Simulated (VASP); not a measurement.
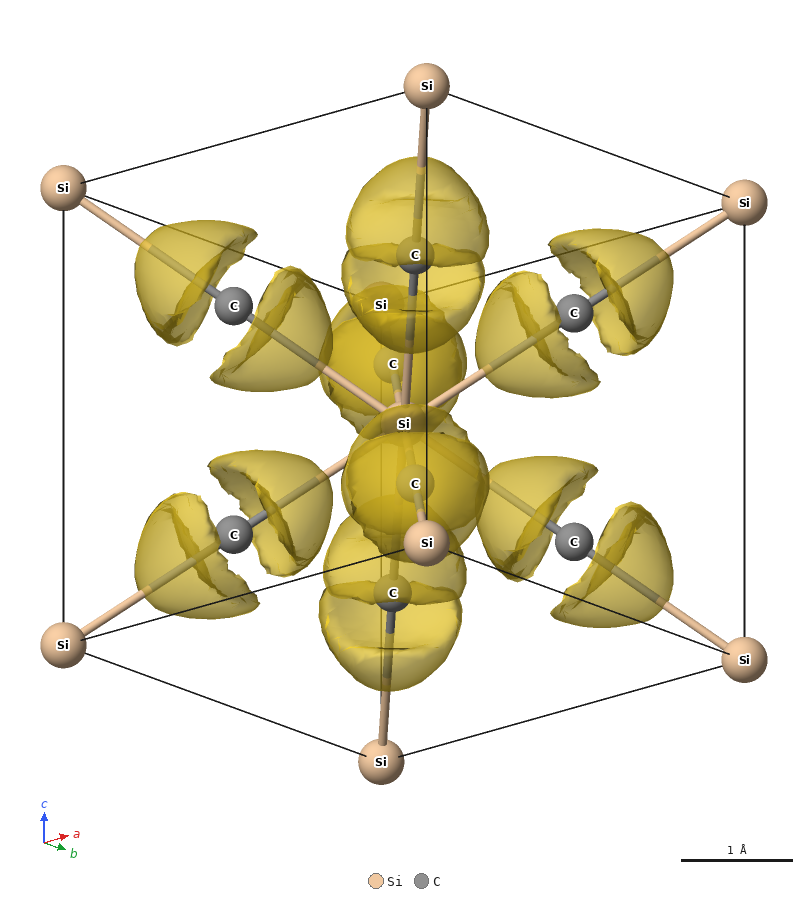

Figure 1: SiC₄. Isosurface of the ELF at 0.75 (yellow), seen at an oblique angle. Core shells and regions of very low density are left out. Sticks mark near contacts.

Space group Im-3m; a generated structure, not necessarily the stable one; computed pressure about 4 GPa in this cell.

Theory: Kohn-Sham DFT of a periodic cell, RPBE, VASP PAW PBE potentials, recommended (VASP).

Core electrons are frozen (PAW), and the valence fields are smoothed inside the atomic spheres.

```
Si C
1.0
     4.37644    0.00000    0.00000
     0.00000    4.37644    0.00000
     0.00000    0.00000    4.37644
Si C
2 8
Direct
  0.00000 0.00000 0.00000
  0.50000 0.50000 0.50000
  0.25000 0.25000 0.75000
  0.75000 0.75000 0.25000
  0.25000 0.75000 0.25000
  0.75000 0.25000 0.75000
  0.75000 0.25000 0.25000
  0.25000 0.75000 0.75000
  0.25000 0.25000 0.25000
  0.75000 0.75000 0.75000
```

Describe the localisation domains.

At this value the surface marks out 16 regions between bonded C–Si atoms (shared pairs), counted in one cell of 10 atoms. Regions shared between cells count once.

Values along the shortest contacts:
Si–C (1.90 Å): the ELF peaks at about 0.90 between the atoms.
